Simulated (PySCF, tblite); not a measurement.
# C₂H₈N₂: changes of charge

Wanted: changes of charge for C₂H₈N₂ (`CNNC`).

Programs: tblite 0.8.0 and PySCF 2.14.0, with routines of our own; each step states its level. All values are computed. Atoms count from 0.

## 1. The starting structure

12 atoms, charge 0, multiplicity 1; geometry from: start built from the parent or by distance geometry.

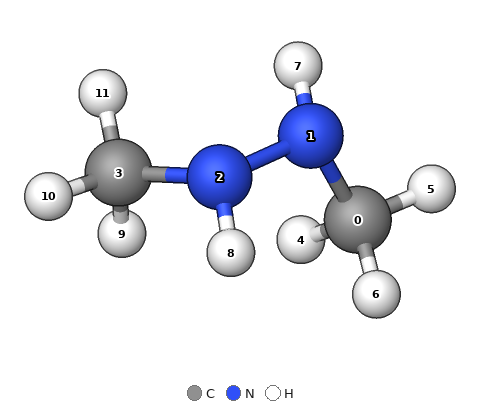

The starting geometry (carbon grey, nitrogen blue, hydrogen white).

## 2. Relaxing the molecule with GFN2-xTB

What the job is given:

```
{"job": {"kind": "relax", "xc": "GFN2-xTB", "basis": "xTB"}, "charge": 0, "multiplicity": 1}
C      1.460600    -0.486600     0.289600
N      0.759000     0.799800     0.037000
N     -0.583200     0.766800     0.514600
C     -1.487700     0.116300    -0.453800
H      1.026900    -1.289000    -0.309000
H      2.492400    -0.380400     0.028600
H      1.392000    -0.766600     1.338200
H      0.871900     1.087000    -0.912700
H     -0.693800     0.375300     1.449500
H     -1.283000    -0.972500    -0.497500
H     -2.528100     0.209200    -0.104700
H     -1.424500     0.539200    -1.432000
```

Started as:

```
$ OMP_NUM_THREADS=1 python redox_run.py task.json out
```

This one command runs all jobs of the session in turn.

Output:

```text
step      E/eV     max force
  0    -384.94186    2.910
  1    -385.08900    1.152
  2    -385.13351    0.834
  3    -385.18089    0.191
  4    -385.18323    0.150
  5    -385.18682    0.146
  6    -385.18935    0.179
  7    -385.19173    0.113
  8    -385.19287    0.101
  9    -385.19404    0.088
 10    -385.19549    0.136
 11    -385.19718    0.137
 12    -385.19869    0.115
 13    -385.19997    0.115
 14    -385.20131    0.124
 15    -385.20290    0.140
 16    -385.20439    0.115
 17    -385.20528    0.060
 18    -385.20576    0.060
 19    -385.20620    0.070
 20    -385.20682    0.083
 21    -385.20765    0.086
 22    -385.20856    0.090
 23    -385.20940    0.094
 24    -385.21019    0.087
 25    -385.21104    0.081
 26    -385.21199    0.073
 27    -385.21298    0.099
 28    -385.21396    0.109
 29    -385.21499    0.089
 30    -385.21597    0.082
 31    -385.21678    0.061
 32    -385.21738    0.061
 33    -385.21781    0.054
 34    -385.21818    0.066
 35    -385.21854    0.064
 36    -385.21897    0.063
 37    -385.21947    0.074
 38    -385.22002    0.069
 39    -385.22057    0.069
 40    -385.22122    0.074
 41    -385.22212    0.090
 42    -385.22323    0.121
 43    -385.22420    0.113
 44    -385.22478    0.054
 45    -385.22503    0.062
 46    -385.22526    0.039
 47    -385.22543    0.029
 48    -385.22556    0.021
 49    -385.22561    0.020
 50    -385.22567    0.021
 51    -385.22577    0.023
 52    -385.22586    0.026
 53    -385.22592    0.019
 54    -385.22595    0.012
 55    -385.22597    0.012
 56    -385.22598    0.008
```

Wall time 0.31 s (1 thread of Arm Neoverse V1, shared host).

The steps of the relaxation: (not every step is listed)

| step | energy from step 0 (eV) | largest force (eV/Å) |
| --- | --- | --- |
| 0 | 0.0000 | 2.9101 |
| 1 | -0.1471 | 1.1520 |
| 2 | -0.1916 | 0.8344 |
| 3 | -0.2390 | 0.1914 |
| 4 | -0.2414 | 0.1500 |
| 5 | -0.2450 | 0.1456 |
| 6 | -0.2475 | 0.1787 |
| 7 | -0.2499 | 0.1126 |
| 8 | -0.2510 | 0.1006 |
| 12 | -0.2568 | 0.1151 |
| 16 | -0.2625 | 0.1153 |
| 20 | -0.2650 | 0.0834 |
| 24 | -0.2683 | 0.0869 |
| 28 | -0.2721 | 0.1087 |
| 32 | -0.2755 | 0.0612 |
| 36 | -0.2771 | 0.0631 |
| 40 | -0.2794 | 0.0737 |
| 44 | -0.2829 | 0.0537 |
| 48 | -0.2837 | 0.0210 |
| 51 | -0.2839 | 0.0231 |
| 52 | -0.2840 | 0.0257 |
| 53 | -0.2841 | 0.0187 |
| 54 | -0.2841 | 0.0117 |
| 55 | -0.2841 | 0.0119 |
| 56 | -0.2841 | 0.0084 |

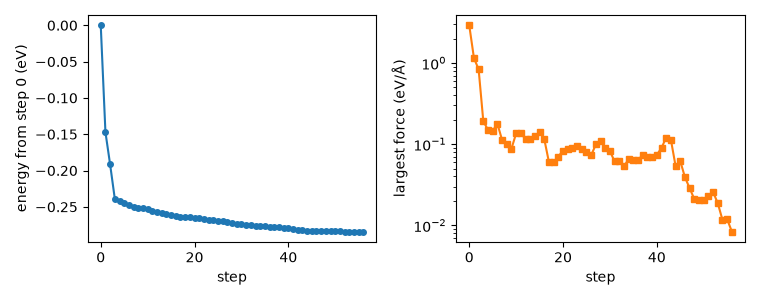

Energy and largest force along the relaxation.

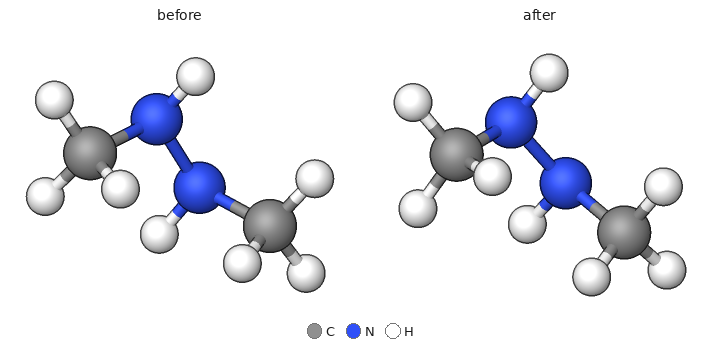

Before and after, at one scale.

Close pairs (by a distance rule), those that changed most:

| bond | before (Å) | after (Å) | change (Å) |
| --- | --- | --- | --- |
| C0–N1 | 1.487 | 1.457 | -0.030 |
| C3–H11 | 1.068 | 1.091 | +0.023 |
| N2–C3 | 1.476 | 1.457 | -0.020 |
| N1–H7 | 0.999 | 1.018 | +0.019 |
| C0–H5 | 1.070 | 1.088 | +0.019 |
| N1–N2 | 1.425 | 1.410 | -0.016 |
| C3–H10 | 1.101 | 1.088 | -0.013 |
| C3–H9 | 1.109 | 1.099 | -0.010 |

The end geometry stands in the next job.

## 3. Vibrational analysis with GFN2-xTB

What the job is given:

```
{"job": {"kind": "ir", "xc": "GFN2-xTB", "basis": "xTB"}, "charge": 0, "multiplicity": 1}
C      1.407878    -0.506189     0.191703
N      0.782388     0.809256     0.163431
N     -0.599891     0.861539     0.434209
C     -1.460861     0.013716    -0.379013
H      1.069581    -1.192283    -0.596912
H      2.482014    -0.363608     0.089636
H      1.208540    -0.962624     1.162505
H      0.931637     1.248251    -0.742299
H     -0.725862     0.644756     1.420280
H     -1.313398    -1.065082    -0.232941
H     -2.492149     0.259059    -0.133176
H     -1.287481     0.251837    -1.429480
```

Output:

```text
mode    cm-1     km/mol
  1     151.5      1.31
  2     199.2      1.18
  3     268.8      0.22
  4     350.5      7.52
  5     488.5      1.88
  6     789.5     29.22
  7     813.1    165.87
  8     940.6      1.36
  9    1034.8      6.66
 10    1078.9     19.94
 11    1104.8      2.04
 12    1109.7      5.49
 13    1128.6      5.85
 14    1217.9     11.53
 15    1339.6      2.05
 16    1402.1      1.30
 17    1403.2      1.58
 18    1442.6      0.72
 19    1482.9      0.15
 20    1485.2      7.16
 21    1494.8      8.04
 22    1504.7      0.21
 23    2876.1     18.58
 24    2886.4    153.02
 25    2997.8     21.67
 26    2999.3     50.40
 27    3023.7     26.63
 28    3025.3     38.20
 29    3327.6      7.57
 30    3337.6     20.50
ZPE 279.359  H(298)-E 296.247  G(298)-E 208.521 kJ/mol  S 294.24 J/(mol K)
```

It took 0.19 s on 1 thread of Arm Neoverse V1, shared host.

Which atoms move in the most intense modes:

| cm⁻¹ | km/mol | atoms |
| --- | --- | --- |
| 790 | 29.2 | H8 37 %, H7 35 % |
| 813 | 165.9 | H7 21 %, H8 20 %, N1 16 %, N2 16 % |
| 2886 | 153.0 | H9 50 %, H4 42 % |
| 2998 | 21.7 | H6 87 % |
| 2999 | 50.4 | H11 87 % |
| 3024 | 26.6 | H5 92 % |
| 3025 | 38.2 | H10 92 % |
| 3338 | 20.5 | H8 51 %, H7 42 % |

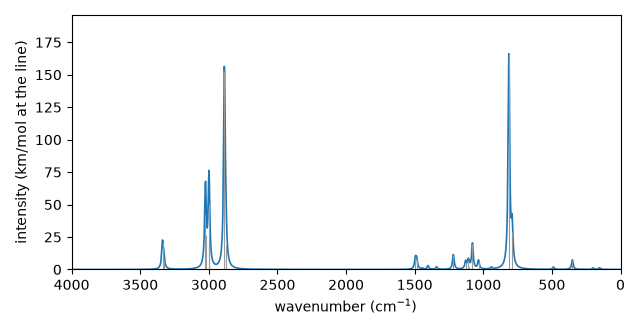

The infrared spectrum from these modes, unscaled. Lines are broadened to a width of 14 cm⁻¹ (Lorentzian).

## 4. Optimising the geometry at PBE0-D3(BJ)/def2-SVP

The job, as its differences from that of step 3:

```diff
@@ -1,2 +1,2 @@
-{"job": {"kind": "ir", "xc": "GFN2-xTB", "basis": "xTB"}, "charge": 0, "multiplicity": 1}
+{"job": {"xc": "PBE0", "basis": "def2-SVP", "d3": "d3bj", "grid": 1, "kind": "geom"}, "charge": 0, "multiplicity": 1}
 C      1.407878    -0.506189     0.191703
```

Output:

```text
step   0  E = -190.11721843  max force = 0.012800
step   1  E = -190.11928810  max force = 0.005092
step   2  E = -190.11940673  max force = 0.000736
step   3  E = -190.11941394  max force = 0.000143
optimisation converged
```

Wall time 9.8 s (1 thread of Arm Neoverse V1, shared host).

Step by step:

```
step  energy from step 0 (eV)  largest force component (eV/Å)
   0                   0.0000                          0.6582
   1                  -0.0563                          0.2618
   2                  -0.0595                          0.0378
   3                  -0.0597                          0.0074
```

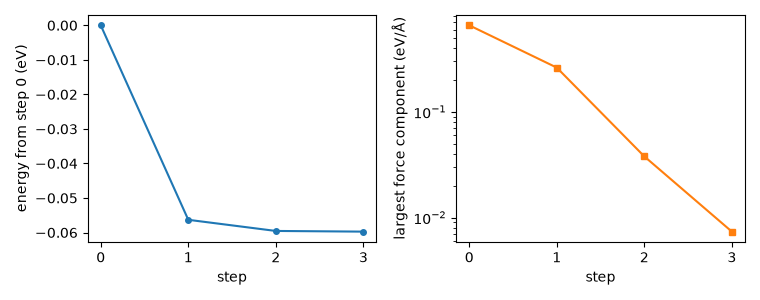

Energy and force, step by step.

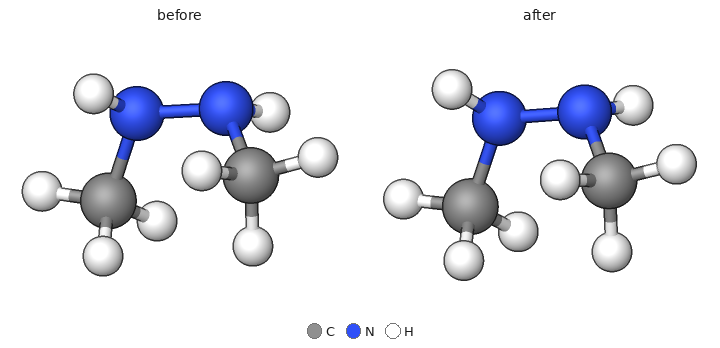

Before and after, at one scale.

Distances of close pairs at the start and the end, largest changes first:

```csv
bond,before (Å),after (Å),change (Å)
N1–N2,1.410,1.393,-0.016
C3–H10,1.088,1.101,+0.012
C0–N1,1.457,1.445,-0.012
C0–H5,1.088,1.101,+0.012
C3–H11,1.091,1.103,+0.012
N2–C3,1.457,1.445,-0.012
C0–H6,1.091,1.103,+0.012
C3–H9,1.099,1.110,+0.012
```

The end geometry stands in the next job.

| at the end point | value |
| --- | --- |
| point group (found at 0.08 Å tolerance) | C2 |
| rotational constants (GHz, main isotopes) | 15.321, 5.554, 4.611 |
| dipole moment (D) | 1.22 |

## 5. Harmonic vibrations (C₂H₈N₂): PBE0-D3(BJ)/def2-SVP

What the job is given:

```
{"job": {"xc": "PBE0", "basis": "def2-SVP", "d3": "d3bj", "grid": 2, "kind": "hessian"}, "charge": 0, "multiplicity": 1}
C      1.375358    -0.524412     0.184741
N      0.782258     0.792114     0.225968
N     -0.598347     0.881727     0.391749
C     -1.432671    -0.000749    -0.390416
H      1.032509    -1.185477    -0.638533
H      2.466565    -0.414841     0.091372
H      1.181312    -1.051121     1.134299
H      1.054598     1.350083    -0.579071
H     -0.816289     0.821094     1.382897
H     -1.283407    -1.087357    -0.219003
H     -2.486965     0.228955    -0.173186
H     -1.272706     0.189435    -1.465077
```

Output:

```text
coarse grid: 9256 points
cycle   1  E = -190.0775859238  dE =  2.461e-01  |g| = 2.922e-01  |ddm| = 3.245e+00
cycle   2  E = -190.0831789905  dE = -5.593e-03  |g| = 2.631e-01  |ddm| = 6.686e-01
cycle   3  E = -190.1003029861  dE = -1.712e-02  |g| = 4.606e-02  |ddm| = 3.241e-01
cycle   4  E = -190.1007281321  dE = -4.251e-04  |g| = 1.149e-02  |ddm| = 5.253e-02
cycle   5  E = -190.1007525287  dE = -2.440e-05  |g| = 4.745e-03  |ddm| = 1.366e-02
cycle   6  E = -190.1007575296  dE = -5.001e-06  |g| = 4.665e-04  |ddm| = 4.443e-03
final grid: 87376 points
cycle   7  E = -190.1194593200  dE = -2.457e-05  |g| = 7.261e-03  |ddm| = 2.366e-02
cycle   8  E = -190.1194564447  dE =  2.875e-06  |g| = 8.073e-03  |ddm| = 1.540e-02
cycle   9  E = -190.1194727509  dE = -1.631e-05  |g| = 4.237e-04  |ddm| = 8.308e-03
cycle  10  E = -190.1194727851  dE = -3.425e-08  |g| = 1.597e-04  |ddm| = 4.862e-04
cycle  11  E = -190.1194727906  dE = -5.445e-09  |g| = 2.602e-05  |ddm| = 1.480e-04
cycle  12  E = -190.1194727907  dE = -1.519e-10  |g| = 3.032e-06  |ddm| = 3.175e-05
cycle  13  E = -190.1194727907  dE = -9.095e-13  |g| = 9.580e-07  |ddm| = 5.723e-06
converged SCF energy = -190.1194727907

mode    cm-1
  1     183.0
  2     217.8
  3     285.2
  4     352.5
  5     519.8
  6     702.7
  7     720.9
  8     947.9
  9    1055.1
 10    1134.7
 11    1138.8
 12    1185.2
 13    1187.6
 14    1294.2
 15    1416.1
 16    1425.4
 17    1449.1
 18    1457.7
 19    1468.8
 20    1491.0
 21    1506.2
 22    1540.3
 23    2975.1
 24    2989.0
 25    3084.8
 26    3085.4
 27    3143.6
 28    3143.9
 29    3564.2
 30    3579.0
ZPE 288.571  H(298)-E 305.194  G(298)-E 218.214 kJ/mol  S 291.73 J/(mol K)
```

Run time: 1.7 min. Hardware: 1 thread of Arm Neoverse V1, shared host; peak memory 1.4 GiB.

Zero-point energy 288.57 kJ/mol (xTB gave 279.36).

## 6. Single point (C₂H₈N₂): wB97X-D3(BJ)/ma-def2-TZVP

Geometry: PBE0-D3(BJ)/def2-SVP.

The job, as its differences from that of step 5:

```diff
@@ -1,2 +1,2 @@
-{"job": {"xc": "PBE0", "basis": "def2-SVP", "d3": "d3bj", "grid": 2, "kind": "hessian"}, "charge": 0, "multiplicity": 1}
+{"job": {"kind": "sp", "xc": "wB97X", "basis": "ma-def2-TZVP", "d3": "d3bj", "grid": 2}, "charge": 0, "multiplicity": 1}
 C      1.375358    -0.524412     0.184741
```

Output:

```text
coarse grid: 9256 points
cycle   1  E = -190.6367336470  dE =  3.691e-01  |g| = 2.640e-01  |ddm| = 2.299e+00
cycle   2  E = -190.6528495161  dE = -1.612e-02  |g| = 1.033e-01  |ddm| = 5.317e-01
cycle   3  E = -190.6546377110  dE = -1.788e-03  |g| = 4.270e-02  |ddm| = 1.707e-01
cycle   4  E = -190.6550261372  dE = -3.884e-04  |g| = 1.192e-02  |ddm| = 4.709e-02
cycle   5  E = -190.6550676487  dE = -4.151e-05  |g| = 1.935e-03  |ddm| = 2.127e-02
cycle   6  E = -190.6550702221  dE = -2.573e-06  |g| = 5.098e-04  |ddm| = 7.032e-03
final grid: 87376 points
cycle   7  E = -190.6398020007  dE = -4.108e-05  |g| = 2.641e-03  |ddm| = 3.793e-02
cycle   8  E = -190.6398033018  dE = -1.301e-06  |g| = 1.576e-03  |ddm| = 6.161e-03
cycle   9  E = -190.6398038566  dE = -5.548e-07  |g| = 2.688e-04  |ddm| = 1.281e-03
cycle  10  E = -190.6398038897  dE = -3.301e-08  |g| = 9.443e-05  |ddm| = 8.935e-04
cycle  11  E = -190.6398038928  dE = -3.129e-09  |g| = 3.729e-05  |ddm| = 1.895e-04
converged SCF energy = -190.6398038928
```

Wall time 6.2 s (1 thread of Arm Neoverse V1, shared host); peak memory 0.62 GiB.

## 7. Single point (C₂H₈N₂+ (doublet)): wB97X-D3(BJ)/ma-def2-TZVP

Geometry: PBE0-D3(BJ)/def2-SVP, that of another charge or spin state.

The job, as its differences from that of step 6:

```diff
@@ -1,2 +1,2 @@
-{"job": {"kind": "sp", "xc": "wB97X", "basis": "ma-def2-TZVP", "d3": "d3bj", "grid": 2}, "charge": 0, "multiplicity": 1}
+{"job": {"kind": "sp", "xc": "wB97X", "basis": "ma-def2-TZVP", "d3": "d3bj", "grid": 2}, "charge": 1, "multiplicity": 2}
 C      1.375358    -0.524412     0.184741
```

Output:

```text
final grid: 87376 points
cycle   1  E = -190.3139890855  dE = -2.797e-10  |g| = 6.440e-06  |ddm| = 1.924e-05
converged SCF energy = -190.3139890855
```

Wall time 29 s (1 thread of Arm Neoverse V1, shared host); peak memory 0.74 GiB.

## 8. Optimising the geometry with GFN2-xTB

This step treats C₂H₈N₂+ (doublet), labelled `CN[NH+]C` (the label fixes atoms and charge, not where charge and spin sit).

What the job is given:

```
{"job": {"kind": "relax", "xc": "GFN2-xTB", "basis": "xTB"}, "charge": 1, "multiplicity": 2}
C      1.391600    -0.530500     0.179500
N      0.771500     0.800800     0.203000
N     -0.580900     0.874100     0.394900
C     -1.435200     0.013900    -0.411000
H      1.029300    -1.189300    -0.627200
H      2.455600    -0.416600     0.082600
H      1.181700    -1.045300     1.123300
H      1.066000     1.359100    -0.574000
H     -0.807300     0.814300     1.381700
H     -1.292800    -1.090000    -0.213700
H     -2.493900     0.225000    -0.180100
H     -1.281200     0.182700    -1.465200
```

Output:

```text
step      E/eV     max force
  0    -371.96905    1.578
  1    -372.04672    1.006
  2    -372.10031    0.886
  3    -372.15588    0.670
  4    -372.18036    0.503
  5    -372.20309    0.528
  6    -372.23614    0.621
  7    -372.29082    0.814
  8    -372.35687    0.938
  9    -372.42720    0.898
 10    -372.51542    0.750
 11    -372.57734    0.578
 12    -372.61538    0.574
 13    -372.65917    0.557
 14    -372.70344    0.678
 15    -372.75474    1.140
 16    -372.80207    0.724
 17    -372.86250    0.604
 18    -372.90362    0.638
 19    -372.95359    0.662
 20    -373.00995    1.169
 21    -373.06690    0.681
 22    -373.10664    0.498
 23    -373.13281    0.339
 24    -373.14203    0.359
 25    -373.15682    0.322
 26    -373.16363    0.189
 27    -373.16709    0.101
 28    -373.16806    0.085
 29    -373.16892    0.074
 30    -373.16983    0.081
 31    -373.17119    0.106
 32    -373.17282    0.108
 33    -373.17430    0.117
 34    -373.17523    0.062
 35    -373.17571    0.063
 36    -373.17612    0.057
 37    -373.17655    0.064
 38    -373.17682    0.061
 39    -373.17698    0.039
 40    -373.17712    0.036
 41    -373.17732    0.040
 42    -373.17754    0.043
 43    -373.17774    0.036
 44    -373.17786    0.031
 45    -373.17794    0.028
 46    -373.17801    0.017
 47    -373.17804    0.011
 48    -373.17805    0.007
 49    -373.10313    0.804
 50    -373.14589    0.494
 51    -373.16768    0.332
 52    -373.17170    0.162
 53    -373.17350    0.116
 54    -373.17479    0.123
 55    -373.17617    0.133
 56    -373.17699    0.079
 57    -373.17762    0.070
 58    -373.17827    0.068
 59    -373.17883    0.074
 60    -373.17918    0.043
 61    -373.17937    0.034
 62    -373.17953    0.037
 63    -373.17968    0.044
 64    -373.17978    0.030
 65    -373.17982    0.016
 66    -373.17985    0.016
 67    -373.17990    0.024
 68    -373.17995    0.026
 69    -373.17999    0.017
 70    -373.18003    0.021
 71    -373.18010    0.026
 72    -373.18020    0.035
 73    -373.18036    0.043
 74    -373.18055    0.037
 75    -373.18071    0.039
 76    -373.18085    0.036
 77    -373.18104    0.041
 78    -373.18125    0.044
 79    -373.18143    0.027
 80    -373.18157    0.032
 81    -373.18174    0.037
 82    -373.18207    0.072
 83    -373.18281    0.127
 84    -373.18385    0.180
 85    -373.18446    0.116
 86    -373.18534    0.061
 87    -373.18572    0.045
 88    -373.18597    0.049
 89    -373.18641    0.046
 90    -373.18676    0.033
 91    -373.18687    0.029
 92    -373.18696    0.024
 93    -373.18707    0.030
 94    -373.18720    0.027
 95    -373.18733    0.026
 96    -373.18745    0.034
 97    -373.18756    0.032
 98    -373.18775    0.049
 99    -373.18801    0.051
100    -373.18833    0.046
101    -373.18861    0.055
102    -373.18888    0.062
103    -373.18916    0.057
104    -373.18959    0.051
105    -373.19039    0.063
106    -373.19075    0.064
107    -373.19116    0.046
108    -373.19149    0.048
109    -373.19179    0.049
110    -373.19209    0.045
111    -373.19236    0.038
112    -373.19254    0.031
113    -373.19267    0.023
114    -373.19273    0.013
115    -373.19275    0.011
116    -373.19278    0.011
117    -373.19280    0.012
118    -373.19281    0.011
119    -373.19283    0.010
120    -373.19285    0.013
121    -373.19286    0.012
122    -373.19288    0.009
```

Wall time 0.16 s (1 thread of Arm Neoverse V1, shared host).

The steps of the relaxation: (not every step is listed)

```csv
step,energy from step 0 (eV),largest force (eV/Å)
0,0.0000,1.5781
1,-0.0777,1.0059
2,-0.1313,0.8861
3,-0.1868,0.6702
4,-0.2113,0.5030
5,-0.2340,0.5284
6,-0.2671,0.6211
7,-0.3218,0.8141
8,-0.3878,0.9375
18,-0.9346,0.6380
28,-1.1990,0.0855
38,-1.2078,0.0609
48,-1.2090,0.0073
58,-1.2092,0.0679
68,-1.2109,0.0256
78,-1.2122,0.0437
88,-1.2169,0.0487
98,-1.2187,0.0490
108,-1.2224,0.0479
117,-1.2237,0.0117
118,-1.2238,0.0112
119,-1.2238,0.0103
120,-1.2238,0.0130
121,-1.2238,0.0122
122,-1.2238,0.0094
```

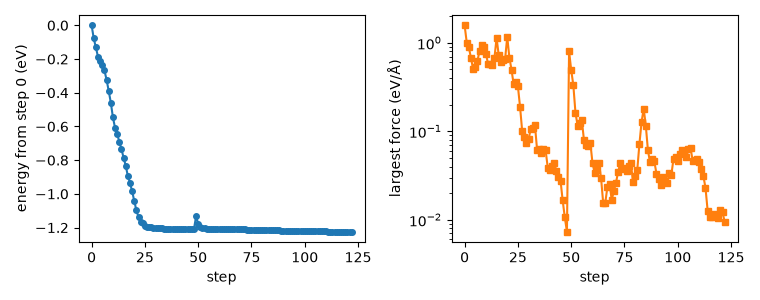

Energy and force, step by step.

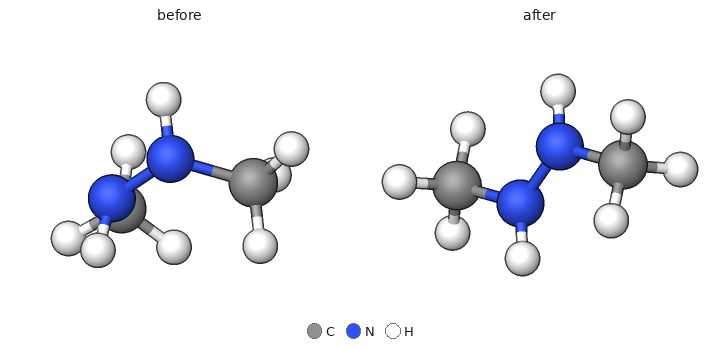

Before and after, at one scale.

Distances of close pairs at the start and the end, largest changes first:

```
  bond  before (Å)  after (Å)  change (Å)
 C0–N1       1.469      1.424      -0.045
 C3–H9       1.130      1.090      -0.040
 N1–N2       1.368      1.333      -0.035
 N2–C3       1.456      1.423      -0.032
 C0–H5       1.074      1.090      +0.016
 N1–H7       1.001      1.016      +0.015
C3–H11       1.079      1.089      +0.011
C3–H10       1.104      1.097      -0.007
```

The final coordinates are the input of the step that follows.

## 9. Infrared spectrum with GFN2-xTB

What the job is given:

```
{"job": {"kind": "ir", "xc": "GFN2-xTB", "basis": "xTB"}, "charge": 1, "multiplicity": 2}
C      1.758914    -0.376238     0.463254
N      0.616375     0.146531    -0.206239
N     -0.622580    -0.148822     0.187713
C     -1.767862     0.376993    -0.474110
H      2.049458    -1.359040     0.071873
H      2.598855     0.301971     0.312604
H      1.563495    -0.472949     1.530948
H      0.713442     0.443920    -1.173111
H     -0.716695    -0.451897     1.152871
H     -2.604543    -0.308145    -0.334840
H     -2.064243     1.351178    -0.066124
H     -1.572053     0.492065    -1.539637
```

Output:

```text
mode    cm-1     km/mol
  1     101.4      4.38
  2     121.3      3.13
  3     133.0      0.00
  4     283.4      2.80
  5     401.8      0.00
  6     514.7      0.08
  7     543.7    225.65
  8     960.5      0.00
  9    1036.9     53.55
 10    1055.5      0.00
 11    1062.4      7.49
 12    1127.1     35.69
 13    1166.7      0.00
 14    1256.2      7.07
 15    1293.2      0.01
 16    1394.0      0.12
 17    1395.5     95.73
 18    1408.1     41.93
 19    1409.1      9.65
 20    1417.4      0.08
 21    1428.8     68.07
 22    1472.1      0.00
 23    2926.3      2.15
 24    2926.9      4.66
 25    3021.6     12.27
 26    3024.6      7.92
 27    3033.5      0.32
 28    3036.0      0.34
 29    3337.2      1.08
 30    3351.6     77.46
ZPE 272.991  H(298)-E 292.108  G(298)-E 196.387 kJ/mol  S 321.05 J/(mol K)
```

Run time: 0.21 s. Hardware: 1 thread of Arm Neoverse V1, shared host.

The strongest bands and the atoms that carry them (share of the mass-weighted mode):

```
cm⁻¹  km/mol                                atoms
 544   225.7                     H7 46 %, H8 44 %
1037    53.5  H6 17 %, H11 17 %, H7 13 %, H8 13 %
1127    35.7   N1 22 %, C0 22 %, N2 22 %, C3 22 %
1396    95.7  H4 21 %, H10 19 %, H5 15 %, H9 13 %
1408    41.9          H11 39 %, H10 26 %, H9 16 %
1429    68.1  H5 19 %, H9 19 %, H6 16 %, H11 16 %
3022    12.3                              H9 88 %
3352    77.5                     H8 57 %, H7 36 %
```

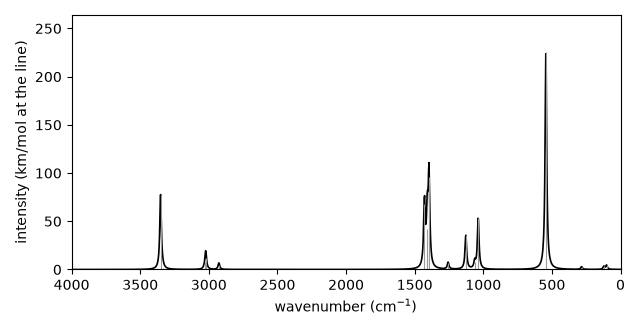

The infrared spectrum from these modes, unscaled. Lines are broadened to a width of 14 cm⁻¹ (Lorentzian).

[end of part 1 of 2]
